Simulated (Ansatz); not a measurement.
## CoH3 (Pm-3m): a soft mode frozen in

Aim: this structure of CoH3 (Pm-3m) is to be tested for unstable modes, and one is followed downhill.

Program: Ansatz 0.2.0. Level of theory: DFT PBE, scalar-relativistic, plane waves, norm-conserving pseudopotentials. Results are calculated unless marked as measured.

## Step 1: Set-up

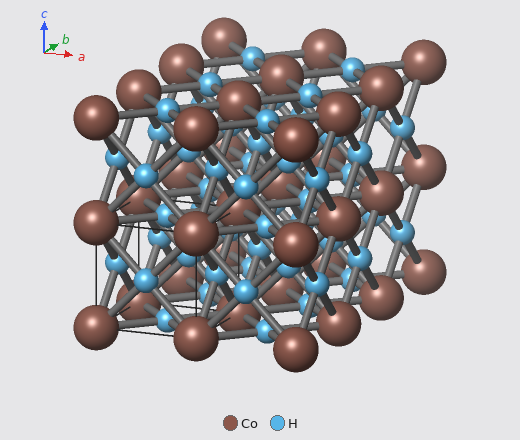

The starting structure, seen slightly off an axis (cobalt brown, hydrogen blue). 2×3×2 cells are drawn. Some periodic images of atoms are drawn too.

Coordinates:

```cif
data_structure
_symmetry_space_group_name_H-M 'P 1'
_symmetry_Int_Tables_number 1
_cell_length_a 2.6122
_cell_length_b 2.6122
_cell_length_c 2.6122
_cell_angle_alpha 90.000
_cell_angle_beta 90.000
_cell_angle_gamma 90.000
_cell_volume 17.82
loop_
_atom_site_label
_atom_site_type_symbol
_atom_site_fract_x
_atom_site_fract_y
_atom_site_fract_z
_atom_site_occupancy
Co1 Co 0.00000 0.00000 0.00000 1
H2 H 0.00000 0.50000 0.50000 1
H3 H 0.50000 0.00000 0.50000 1
H4 H 0.50000 0.50000 0.00000 1
```

## Step 2: Modes at Γ

The cell comes from relaxations at this level that are not shown. The zone centre is the only wavevector solved here; it holds the modes that light can see, as far as symmetry allows. No field response is asked, since the mesh shows no gap.

input.yaml reads:

```yaml
crystal:
  lattice:
    - [2.6121745813, 0.0, 0.0]
    - [0.0, 2.6121745813, 0.0]
    - [0.0, 0.0, 2.6121745813]
  atoms:
    - { symbol: Co, position: [0.0, 0.0, 0.0] }
    - { symbol: H, position: [0.0, 0.5, 0.5] }
    - { symbol: H, position: [0.5, 0.0, 0.5] }
    - { symbol: H, position: [0.5, 0.5, 0.0] }
kpoints:
  mp_grid: { grid: [16, 16, 16] }
hamiltonian:
  xc: pbe
  pseudopotentials: { kind: nc }
scf:
  occupations: { method: methfessel_paxton, width: 0.2 }
output:
  eigenvalues: true
phonons:
  method: dfpt
```

Command:

```bash
$ ansatz run input.yaml --threads 4 --pin off --max-ram 7168MiB --backend cpu --events-out ev --progress --plain --runs-dir out
```

Numbers of over 12 decimals in the logs are rounded to 6 here.

The log of the run:

```text
zone centre: on kpoints.mp_grid the ground state, and the responses unless they are solved on pairs of k-points, stand on 729 of the mesh's 4096 k-points, reduced under 8 symmetry operations, with k and −k counted as one. Each operation leaves every solved displacement unchanged or reverses it
Engine: ansatz 0.2.0, aarch64-unknown-linux-gnu
Pseudopotentials: kind: nc
Pseudopotential: Co, nc, valence charge 17, recommended cutoff 1306.14654 eV (normal), Co.nc.azcp (PseudoDojo's, or run here from an input of PseudoDojo's: the run reads no file of this project's for it)
Pseudopotential: H, nc, valence charge 1, recommended cutoff 979.609905 eV (normal), H.nc.azcp
Functional definition: PBE
  parameter kappa = 0.804
  parameter beta = 0.066725
  exchange = pbe_x(kappa = kappa, mu = beta*pi^2/3)
  correlation = pbe_c(beta = beta)
Crystal: 4 atoms, lattice volume = 17.824 Å³
Basis set: ecut = 1306.14654 eV, 1935 PW (Γ), exchange–correlation on 64×64×64 points (8 copies of the dense FFT grid, shifted against one another)
Bands: 14, of which v1, the nominal top of the filled ones, is band 10 counted from 1 (9 counted from 0)
Symmetry: 48 space group operations
k-points: 729 of 4096 (irreducible under 8 space group operations)
Non-local potential: Co, projectors of the file, l = 0: 2, l = 1: 2, l = 2: 2
Non-local potential: H, projectors of the file, l = 0: 2, l = 1: 1
Initial density: superposition of atomic densities (chi_scale 0.1, normalization cell, long waves kept (reshape's long-wave potential 0.00 eV rms))
Initial wavefunctions: pseudopotential atomic-orbital guess
Functional: x = pbe(κ = 0.804, μ = 0.219515), c = pbe(β = 0.066725)
SCF iter   1: F=—  HF=-4210.979932 eV  |F-HF|=—  |Δ(HF+E_count)|=         —  Δρ=8.76e-2  dr2=2.99e-1  ethr=3.10e-3  ⟨swp⟩=5.4  Hψ=48631  notcnv=0
preconditioner: auto → none  [metal: Δε(μ)=0.042 eV  Ē_g=10.473 eV  σ=0.200 eV  W_gap=0.18  n_scr=6 (ndim 8)  ℏωp=30.5 eV  f_vac=0.000  D(μ)=0.69/eV (n_scr^D=6)  sad-step TF]
SCF iter   2: F=—  HF=-4210.932120 eV  |F-HF|=—  |Δ(HF+E_count)|=   4.78e-2  S|Δr|=    0.00e0  Δρ=4.80e-2  dr2=9.92e-2  ethr=1.50e-3  ⟨swp⟩=1.0  Hψ=16038  notcnv=0
SCF iter   3: F=—  HF=-4210.971788 eV  |F-HF|=—  |Δ(HF+E_count)|=   3.97e-2  S|Δr|=    0.00e0  Δρ=4.80e-2  dr2=3.18e-1  ethr=4.96e-4  ⟨swp⟩=2.0  Hψ=19111  notcnv=0  defer=1  recentre
SCF iter   4: F=—  HF=-4210.915488 eV  |F-HF|=—  |Δ(HF+E_count)|=   5.63e-2  S|Δr|=    0.00e0  Δρ=7.98e-3  dr2=4.77e-3  ethr=4.96e-4  ⟨swp⟩=2.6  Hψ=22105  notcnv=0
SCF iter   5: F=—  HF=-4210.915369 eV  |F-HF|=—  |Δ(HF+E_count)|=   1.19e-4  S|Δr|=    0.00e0  Δρ=2.86e-4  dr2=7.36e-6  ethr=2.39e-5  ⟨swp⟩=2.1  Hψ=14600  notcnv=0
SCF iter   6: F=—  HF=-4210.915371 eV  |F-HF|=—  |Δ(HF+E_count)|=   2.37e-6  S|Δr|=    0.00e0  Δρ=6.18e-5  dr2=2.01e-7  ethr=3.68e-8  ⟨swp⟩=2.2  Hψ=16949  notcnv=0
SCF iter   7: F=—  HF=-4210.915366 eV  |F-HF|=—  |Δ(HF+E_count)|=   5.48e-6  S|Δr|=    0.00e0  Δρ=7.42e-6  dr2=3.30e-9  ethr=1.00e-9  ⟨swp⟩=2.2  Hψ=14860  notcnv=0
SCF iter   8: F=—  HF=-4210.915366 eV  |F-HF|=—  |Δ(HF+E_count)|=  6.90e-10  S|Δr|=    0.00e0  Δρ=6.41e-7  dr2=3.37e-11  ethr=1.65e-11  ⟨swp⟩=2.2  Hψ=16606  notcnv=0
SCF iter   9: F=-4210.915366 eV  HF=-4210.915366 eV  |F-HF|=1.82e-12  |Δ(HF+E_count)|=    0.00e0  S|Δr|=    0.00e0  Δρ=1.02e-7  dr2=3.23e-13  ethr=1.00e-12  ⟨swp⟩=7.4  Hψ=57301  notcnv=0
SCF 1 converged in 9 iterations: F = -4210.915366 eV  dr2 = 3.23e-13
DFPT response loops at Γ: preconditioner auto → Kerker (q_TF=auto, 2.781 Å⁻¹) (partly filled bands, converged f_vac=0.000); β = 1.00, the filter's whole step (`scf.mixing.beta` (0.50) is not read by the response loops under this deck's `scf.mixing.preconditioner`; to damp them name `kerker` or `kerker_dos`, under which they read `scf.mixing.beta`, and type it under 1.00, their step now; both keys bind the ground state too); Broyden in place of MSR1
SCF converged after 9 iterations
Stability not checked: this state was not tested for a lower state beside it, because cold or Methfessel-Paxton smearing, or corrected tetrahedra, fill the levels in a way that the test cannot read (fill_not_monotonic; see scf.lower_state_search)
Free energy (F): -4210.915366 eV
Harris-Foulkes:  -4210.915366 eV  (|F-HF|=1.82e-12)
Internal energy: -4210.916673 eV  (E = F + TS)
E sigma→0 (E₀):  -4210.915693 eV
Entropy (-TS):   0.001307 eV (0.327 meV/atom)
Fermi energy:    14.125339 eV
Step filling:    the computed levels leave a gap of 0.0365 eV = 0.2 smearing widths at the electron count; against every level under it full and every level over it empty, smearing changes F+E_penalty+E_count by +0.384 meV and its σ→0 estimate by +0.057 meV
--- Per-component energies (eV) ---
  E_band       = -309.446372
  E_kinetic    = 1893.223199
  E_local      = -3596.802477  (includes V_loc(G=0)·N_el)
  E_nonlocal   = -520.492405
  E_hartree    = 1262.683905
  E_xc         = -792.593206
  E_vxc        = -610.742522  (∫ρ·V_xc dr)
  E_ewald      = -2456.935688
  E_smearing   = 0.001307  (= −TS)
  E_closure    = 0.000000  (closes the sum)
  Σ components = -4210.915366   (vs F -4210.915366, Δ=0.00e0)
--- Band table (eV; the first three rows and the last of 729) ---
  k-point 0: bands = [... 6 lower, 9.4134, 13.2515, 13.2515, 13.2515, 19.9587, 19.9587, 24.4664, 24.4664]
  k-point 1: bands = [... 6 lower, 9.4574, 13.2061, 13.2061, 13.2547, 19.4038, 19.8850, 24.5995, 24.5995]
  k-point 2: bands = [... 6 lower, 9.5860, 13.0801, 13.0801, 13.2636, 18.1975, 19.6706, 24.9888, 24.9888]
  k-point 728: bands = [... 6 lower, 7.7665, 13.8564, 13.8564, 18.3204, 18.3204, 18.3204, 19.1189, 19.1189]
--- Phonons (Γ-DFPT): 3 representative perturbations + reference, on 729 of 4096 k-points (Σ response iterations 10) ---
  k mesh reduced under 8 symmetry operations, with k and −k counted as one. Each operation leaves every solved displacement unchanged or reverses it
  ASR residual: 2.008e-4 → 0.000e0 eV/Å²; symmetrization residual: 9.097e-6 eV/Å²
  ASR residual per site (eV/Å²): 2.01e-4 6.68e-6 6.68e-6 6.68e-6
  Γ frequencies (cm⁻¹): -352.32 -352.32 -352.32 0.00 0.00 0.00 198.14 198.14 198.14 1049.35 1049.35 1049.35
  non-analytic LO–TO correction: not included (Born effective charges unavailable; polar crystals: no LO–TO splitting at Γ)
```

Wall time 59 s (4 threads of Arm Neoverse V1, shared host); peak memory 2.1 GiB.

Reading the cycles: dr2 is the Hartree energy of the density residual (eV), the measure of convergence; HF is the Harris–Foulkes estimate of the energy, which meets the free energy F at convergence.

This run has no spin polarisation, although Co can carry a moment.

Numbers from this step:

```
volume per atom                                         : 4.456 Å³
gap on the k-mesh                                       : 0 eV
sum-rule residual before enforcement                    : 2.01e-4 eV/Å²
point group                                             : m-3m
highest optical mode at the zone centre (no LO-TO term) : 1049 cm⁻¹
lowest optical zone-centre mode                         : -352.3 cm⁻¹
```

Patterns of degenerate modes are one choice out of their space. The modes at Γ (shares of kinetic energy by element, %) (negative means imaginary):

```
mode  frequency (cm⁻¹)  symmetry  Co %  H %
   1            -352.3       T1u     5   95
   2            -352.3       T1u     5   95
   3            -352.3       T1u     5   95
   4               0.0  acoustic    95    5
   5               0.0  acoustic    95    5
   6               0.0  acoustic    95    5
   7             198.1       T2u     0  100
   8             198.1       T2u     0  100
   9             198.1       T2u     0  100
  10            1049.3       T1u     0  100
  11            1049.3       T1u     0  100
  12            1049.3       T1u     0  100
```

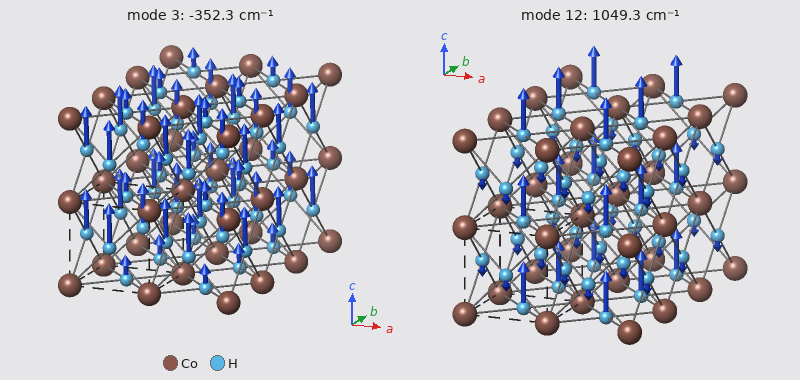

Displacement patterns of modes 3 and 12 at Γ; arrows are exaggerated. 2×3×2 cells are drawn. Some periodic images of atoms are drawn too.

Before it was imposed, the acoustic sum rule was missed by 2.0e-4 eV/Å². Small misses are needed for a sound result but don't prove that mesh and cutoff are converged. The lowest optical mode is imaginary, 352.3i cm⁻¹, so the energy falls along it.

## Step 3: The mode frozen in, largest atomic shift 0 Å

The mode followed lies at Γ with frequency 352.3i cm⁻¹ and is 3-fold degenerate, the softest among the wavevectors solved. At small amplitude the distorted cell has space group no. 99 by a symmetry search on the positions. The undistorted cell that holds it gives the zero of energy on the same k mesh.

input.yaml, as its differences from that of step 2:

```diff
@@ -18,4 +18,4 @@
 output:
+  forces: true
+  stress: true
   eigenvalues: true
-phonons:
-  method: dfpt
```

The log of the run:

```text
[...]
Crystal: 4 atoms, lattice volume = 17.824 Å³
Basis set: ecut = 1306.14654 eV, 1935 PW (Γ), exchange–correlation on 64×64×64 points (8 copies of the dense FFT grid, shifted against one another)
Bands: 14, of which v1, the nominal top of the filled ones, is band 10 counted from 1 (9 counted from 0)
Symmetry: 48 space group operations
[...]
k-points: 165 of 4096
[...]
--- Band table (eV; the first three rows and the last of 165) ---
  k-point 0: bands = [... 6 lower, 9.4134, 13.2516, 13.2516, 13.2516, 19.9587, 19.9587, 24.4664, 24.4664]
  k-point 1: bands = [... 6 lower, 9.4574, 13.2062, 13.2062, 13.2547, 19.4038, 19.8850, 24.5995, 24.5995]
  k-point 2: bands = [... 6 lower, 9.5860, 13.0802, 13.0802, 13.2636, 18.1975, 19.6706, 24.9889, 24.9889]
  k-point 164: bands = [... 6 lower, 7.7665, 13.8564, 13.8564, 18.3204, 18.3204, 18.3204, 19.1189, 19.1189]
[key lines of the parts left out:]
SCF converged after 7 iterations
Free energy (F): -4210.915366 eV
Fermi energy:    14.125374 eV
P = ⅓ Tr σ = -0.0095 GPa (-0.095 kbar)
```

Run time: 2.5 s. Hardware: 4 threads; peak memory 0.41 GiB.

Numbers from this step:

```yaml
pressure: -0.009524 GPa
energy_from_the_undistorted_cell: 0 meV/atom
```

The run ends at a pressure of -0.01 GPa.

## Step 4: The mode frozen in, largest atomic shift 0.14 Å

The atoms are moved along the unstable eigenvector, the largest shift by 0.14 Å, with the cell fixed.

input.yaml, the sections that differ from step 3:

```yaml
crystal:
  lattice:
    - [2.6121745813, 0.0, 0.0]
    - [0.0, 2.6121745813, 0.0]
    - [0.0, 0.0, 2.6121745813]
  atoms:
    - { symbol: Co, position: [0.0, 0.0022991334, 0.0] }
    - { symbol: H, position: [0.0, 0.4464048073, 0.5] }
    - { symbol: H, position: [0.5, -0.0272295284, 0.5] }
    - { symbol: H, position: [0.5, 0.4464048073, 0.0] }
# kpoints, hamiltonian, scf, output: as in step 3
```

The log of the run:

```text
[...]
Crystal: 4 atoms, lattice volume = 17.824 Å³
Basis set: ecut = 1306.14654 eV, 1935 PW (Γ), exchange–correlation on 64×64×64 points (8 copies of the dense FFT grid, shifted against one another)
Bands: 14, of which v1, the nominal top of the filled ones, is band 10 counted from 1 (9 counted from 0)
Symmetry: 8 space group operations
[...]
--- Band table (eV; the first three rows and the last of 405) ---
  k-point 0: bands = [... 6 lower, 9.4500, 13.2071, 13.2071, 13.2098, 19.6768, 20.0517, 24.4814, 24.4814]
  k-point 1: bands = [... 6 lower, 9.4816, 13.1583, 13.1641, 13.2105, 19.3575, 19.7756, 24.4229, 24.6147]
  k-point 2: bands = [... 6 lower, 9.5924, 13.0230, 13.0381, 13.2196, 18.2091, 19.5701, 24.6430, 25.0050]
  k-point 404: bands = [... 6 lower, 7.7418, 13.8007, 13.8321, 17.7336, 17.7336, 18.1883, 19.1958, 19.7412]
[key lines of the parts left out:]
SCF converged after 7 iterations
Free energy (F): -4210.921758 eV
Fermi energy:    14.098023 eV
P = ⅓ Tr σ = 1.7653 GPa (17.653 kbar)
```

It took 11 s on 4 threads; peak memory 0.65 GiB; 43 s of CPU time.

This step gave:

```
pressure                         : 1.765 GPa
energy from the undistorted cell : -1.594 meV/atom
```

The energy, extrapolated to zero smearing, is -1.59 meV/atom against the undistorted cell.

The run ends at a pressure of 1.77 GPa, with forces up to 0.044 eV/Å.

## Step 5: Energy along the mode, all amplitudes (two of the runs are shown above)

An imaginary frequency means negative curvature, so the energy should fall and then rise again as anharmonic terms take over.

This step gave:

* depth at the lowest point sampled: 1.594 meV/atom
* largest atomic shift at that point: 0.14 Å

The energy from the parent by largest atomic shift:

```
largest atomic shift (Å)  energy from the parent (meV/atom)
                   0.000                                  0
                   0.040                              -0.21
                   0.080                             -0.752
                   0.140                              -1.59
                   0.220                             -0.381
                   0.320                               11.5
```

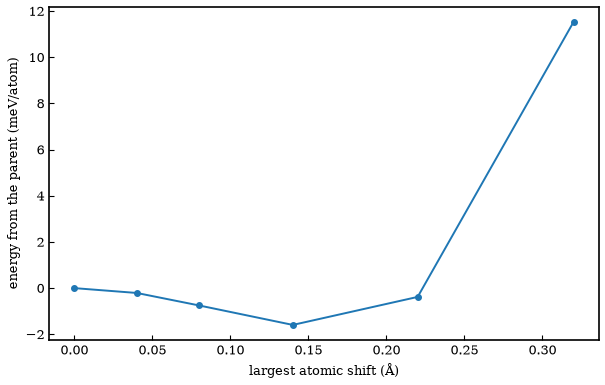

Energy from the parent against largest atomic shift.

Displacement at unit largest shift by atom:

```
atom  x (Å)  y (Å)  z (Å)  size
 Co1   0.00   0.04   0.00  0.04
  H2   0.00  -1.00   0.00  1.00
  H3   0.00  -0.51   0.00  0.51
  H4   0.00  -1.00   0.00  1.00
```

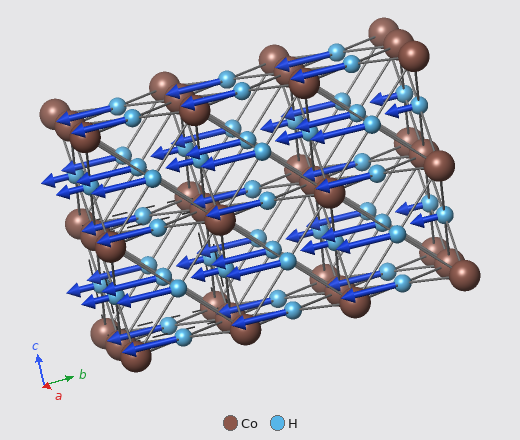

Displacement at unit largest shift as arrows, the longest 1 Å. 2×3×2 cells are drawn. Some periodic images of atoms are drawn too.

The lowest of the steps tried is at 0.14 Å, 1.59 meV/atom below the parent; the bottom of the well need not coincide with a step.

[end of part 1 of 2]

[Logs are printed without paths, hosts, clocks, repeated set-up lines and the standing remarks that a program may print on its own settings, such as how far it seeks lower states.]

[Hosts, paths, dates, database ids (printed as entryN), source tags and the programs' standing remarks are cut or masked in the printed files.]
